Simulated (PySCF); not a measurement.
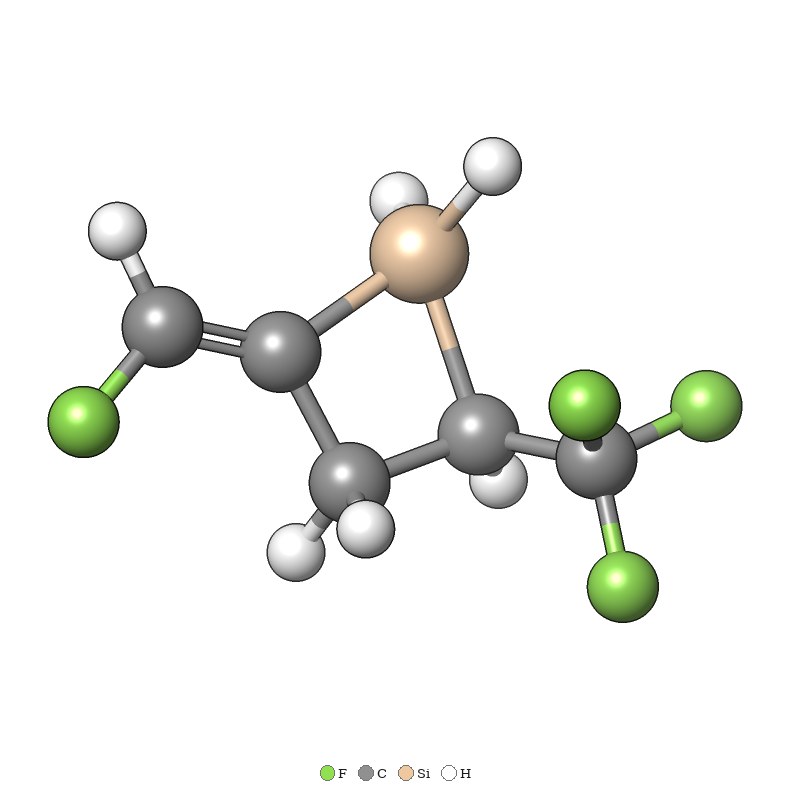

Computed geometry: GFN2-xTB optimisation. No frequency run is at hand to confirm it as a minimum. Method: PBE0/pcSseg-1, gas phase (PySCF 2.14.0).

What does the calculation give?

The species is C5H6F4Si (`F/C=C1\C[C@H](C(F)(F)F)[SiH2]1`).
- dipole moment: 2.75 D
- HOMO energy (Kohn–Sham orbital): −7.64 eV
- LUMO energy (Kohn–Sham orbital): −0.66 eV
- HOMO–LUMO gap: 6.98 eV

The geometry is semi-empirical. Around Si such bond lengths and angles can be off by a tenth of an ångström or more and by several degrees, and values that hang on the shape move with them.
